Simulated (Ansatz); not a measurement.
## Electronic structure of ClH5O2Si2 in real space

The calculation's input:

```
crystal:
  periodic: [false, false, false]
  atoms:
    - {symbol: O, position_ang: [-0.307947, 1.682529, -0.924267]}
    - {symbol: Si, position_ang: [0.278949, 0.191615, -0.583814]}
    - {symbol: O, position_ang: [1.893836, 0.298398, -0.417631]}
    - {symbol: Si, position_ang: [-0.569033, -0.770330, 1.363200]}
    - {symbol: Cl, position_ang: [-0.227122, -1.023159, -2.186058]}
    - {symbol: H, position_ang: [-1.090866, 1.736113, -1.475027]}
    - {symbol: H, position_ang: [2.392123, 0.762478, -1.094503]}
    - {symbol: H, position_ang: [-2.047279, -0.869020, 1.234214]}
    - {symbol: H, position_ang: [-0.237872, 0.071354, 2.542471]}
    - {symbol: H, position_ang: [-0.001789, -2.130978, 1.544415]}
basis:
  gaussian: {orbitals: def2-TZVPP}
hamiltonian: {xc: pbe0, dispersion: d4}
output: {orbitals: {seedname: orbitals}}
```

Launched as:

```sh
ansatz run in.yaml --threads 4 --pin off --events-out ev --progress --plain --max-ram 10444MiB
```

Geometry: PBE0-D4/def2-TZVP.

Theory: RKS PBE0-D4/def2-TZVPP in Ansatz.

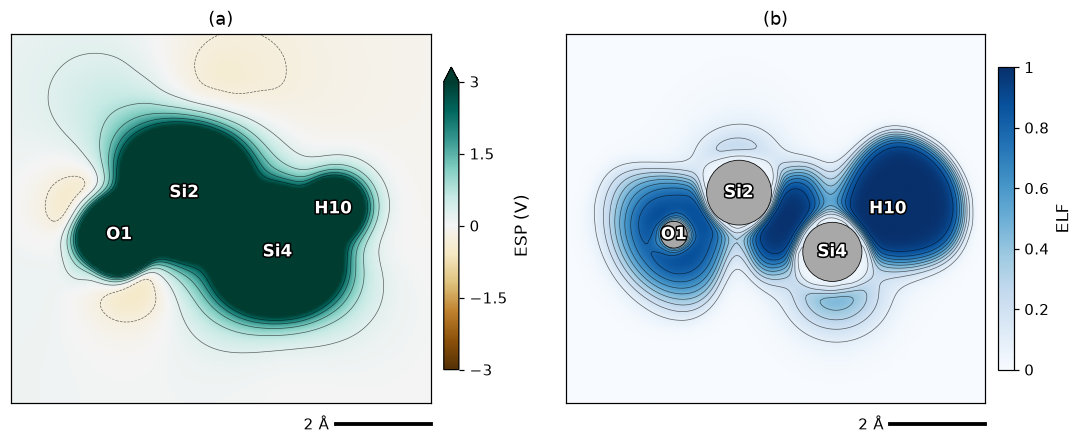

Figure 1. (a) molecular electrostatic potential; (b) electron localisation function on the plane of atoms O1, Si2 and Si4. Grey discs cover the atomic cores in the ELF map.

Q: Read the bonding off the picture.

A:
- The plane passes through O, Si and H nuclei.
- Si–O (1.64 Å): the ELF peaks at about 0.85 between the atoms; a polar covalent bond.
- Si–Si (2.33 Å): the ELF peaks at about 1 between the atoms (a shared electron pair).
- Si–H (1.49 Å): the ELF climbs to about 1 towards the hydrogen, as it does in any bond to H.
- The ELF also peaks beside O1, away from the bonds: lone-pair regions.
- Outside the dense part of the molecule the potential is most negative (−0.5 V) near O1.

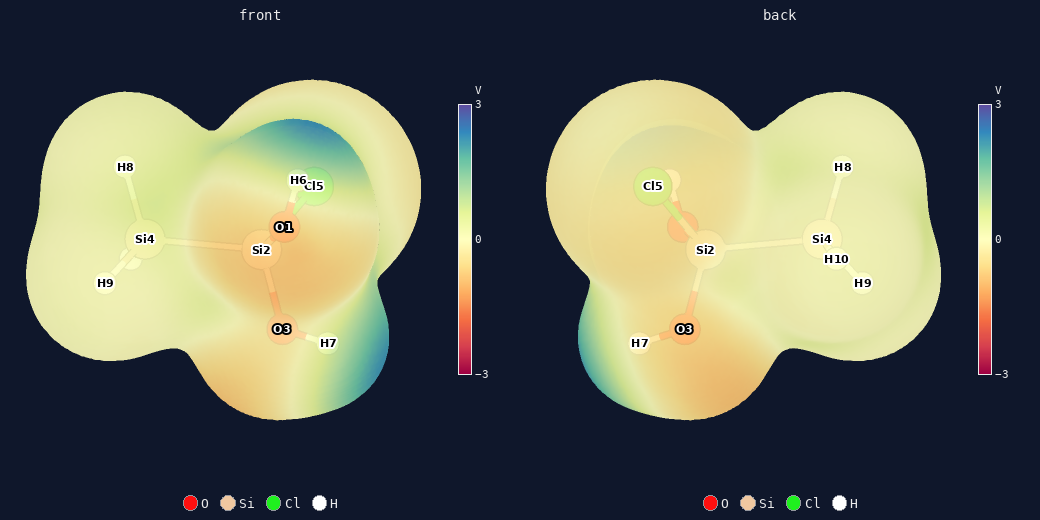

Figure 2. The electrostatic potential painted on the density surface at 0.001 e/bohr³, seen from the front and from behind; the colour scale runs from red (negative) to blue (positive).

Q: Where is the surface potential most negative and most positive?

A: The most negative region (about −0.9 V) lies over O1 and O3, the most positive (about +2.2 V) over H6 and H7.

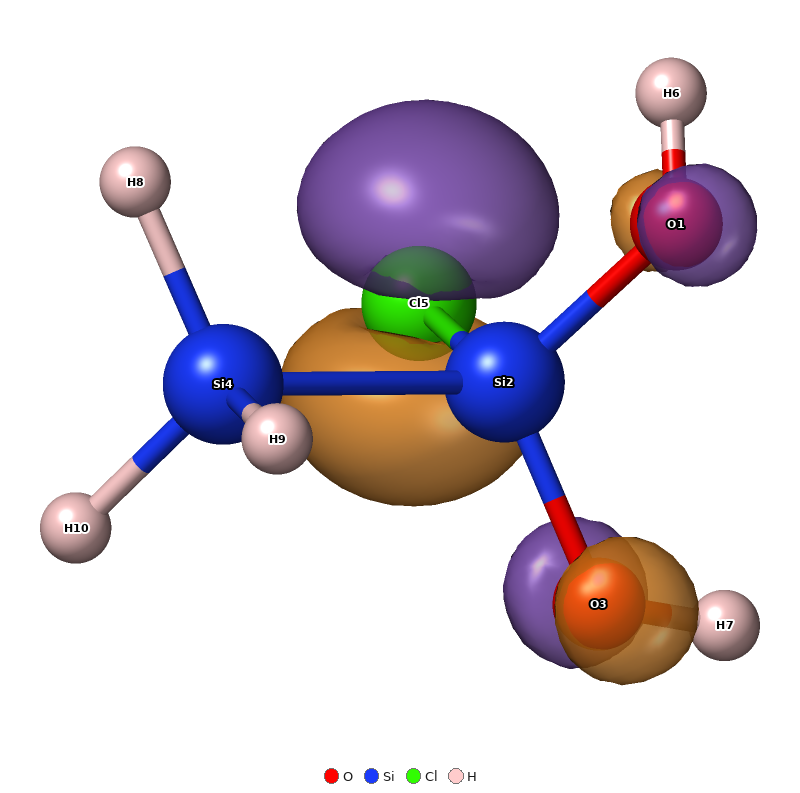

Figure 3. The HOMO−1 at ±0.2 Å⁻³ᐟ² (orange and purple are the two phases), seen at a tilt.

Q: Where does this orbital lie, and at what energy?

A: It lies mainly on Cl5 (about 70 %), O3 (about 15 %) and O1 (about 5 %); largely a lone pair of Cl5. Its energy is −9.19 eV.
